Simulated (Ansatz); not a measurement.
Three curves of one kind of scan: energy against volume (even scaling of the relaxed cell, symmetry kept). These are PBEsol (plane waves to 420 eV, PAW, scalar-relativistic; Ansatz, a quantum-chemistry and plane-wave program) values and carry that method's errors. Each is measured from its own zero (the relaxed starting cell). 

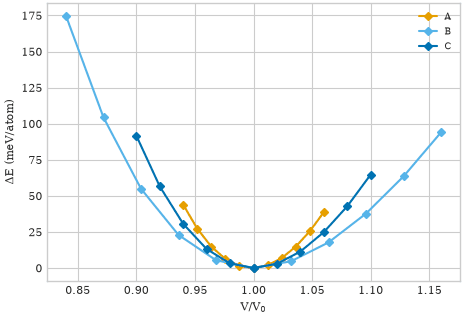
Curves A, B and C.

| V/V₀ | ΔE (meV/atom) |
|---|---|
| 0.840 | 175 |
| 0.904 | 55 |
| 0.968 | 5 |
| 1.032 | 5 |
| 1.096 | 38 |
| 1.160 | 94 |

Which curve does this table belong to?

Curve B, which is InAs (zinc blende). The others: A is Ta (bcc, W type); C is YN (rock salt).

All were relaxed with their symmetry unable to fall. At this level the bands of InAs touch or barely overlap; measurements give the solid a gap. Spin-orbit coupling is left out. Ta is run without spin polarisation. YN is run without spin polarisation.

(Under strain, the slope of the energy per volume gives the stress and its curvature an elastic modulus.)
